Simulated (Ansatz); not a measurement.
# AlH$_{4}$ISi (SMILES [SiH3][AlH][I]): what the fields show

Input

```
crystal:
  periodic: [false, false, false]
  atoms:
    - { symbol: Si, position_ang: [-0.96006, 0.48766, -0.388] }
    - { symbol: Al, position_ang: [1.16707, -0.31218, 0.44135] }
    - { symbol: I, position_ang: [1.87374, -2.68738, 0.94641] }
    - { symbol: H, position_ang: [-1.85886, -0.67897, -0.57645] }
    - { symbol: H, position_ang: [-0.9121, 1.1689, -1.69872] }
    - { symbol: H, position_ang: [-1.68496, 1.40675, 0.5143] }
    - { symbol: H, position_ang: [2.37517, 0.61521, 0.76111] }
basis:
  gaussian: { orbitals: def2-SVP }
hamiltonian:
  xc: pbe
  dispersion: d4
relax:
  f_tol: 0.015
  max_steps: 40
output:
  orbitals: {}
```

Command:

```sh
ansatz run input.yaml --threads 1 --pin off --max-ram 2048MiB --backend cpu --events-out ev --progress --plain --runs-dir out
```

The fields are those of the relaxed geometry.

Core potentials replace the inner electrons of I.

Level of theory: RKS PBE-D4/def2-SVP in Ansatz 0.2.0.

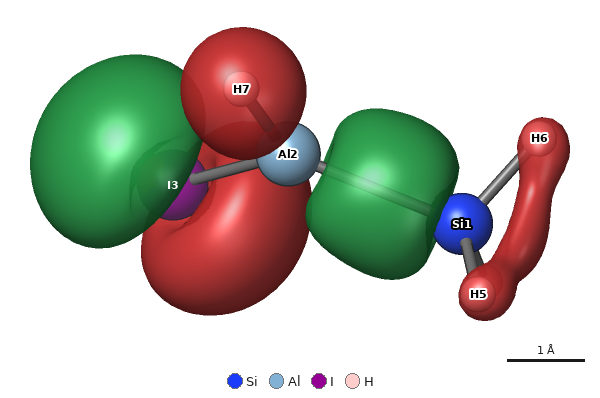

Figure 1. The HOMO at ±0.1 Å⁻³ᐟ² (green and red are the two phases), seen at an oblique angle.

Q: Describe this orbital and give its energy.

A: It lies mainly on I3 (about 65 %), Si1 (about 15 %), Al2 (about 10 %) and H7 (about 5 %). Its energy is −6.31 eV.

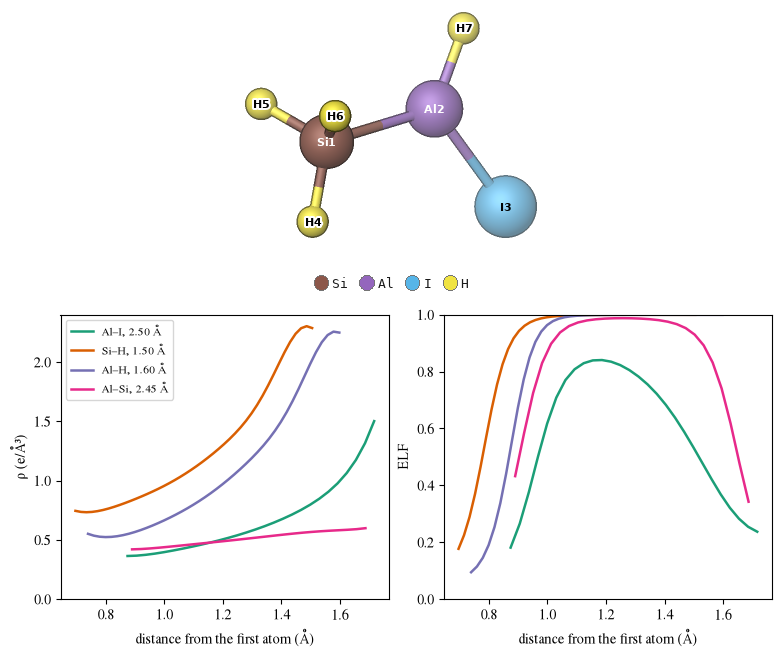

Figure 2. Electron density and electron localisation function along straight lines between neighbouring atoms. The curves leave out the atomic cores. The structure is drawn too.

Q: Compare the contacts.

A: Al–I (2.50 Å): the density is about 0.54 e/Å³ at the midpoint; the ELF peaks at about 0.85 in the valence shell of I, 1.3 Å from its nucleus, and is about 0.80 at the midpoint.
Si–H (1.50 Å): the density is about 0.74 e/Å³ at the midpoint; the ELF climbs to about 1 towards the hydrogen, as it does in any bond to H.
Al–H (1.60 Å): the density is about 0.52 e/Å³ at the midpoint; the ELF climbs to about 1 towards the hydrogen.
Al–Si (2.45 Å): the density is about 0.5 e/Å³ at the midpoint; the ELF peaks at about 1 between the atoms; localised, covalent bonding.

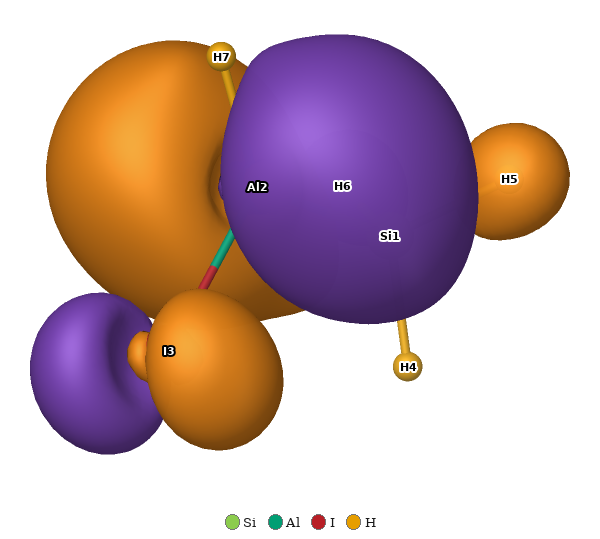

Figure 3. The LUMO at ±0.08 Å⁻³ᐟ² (orange and purple are the two phases), seen at an oblique angle.

Q: Describe this orbital and give its energy.

A: It lies mainly on Al2 (about 65 %) and I3 (about 15 %). Its energy is −2.92 eV.
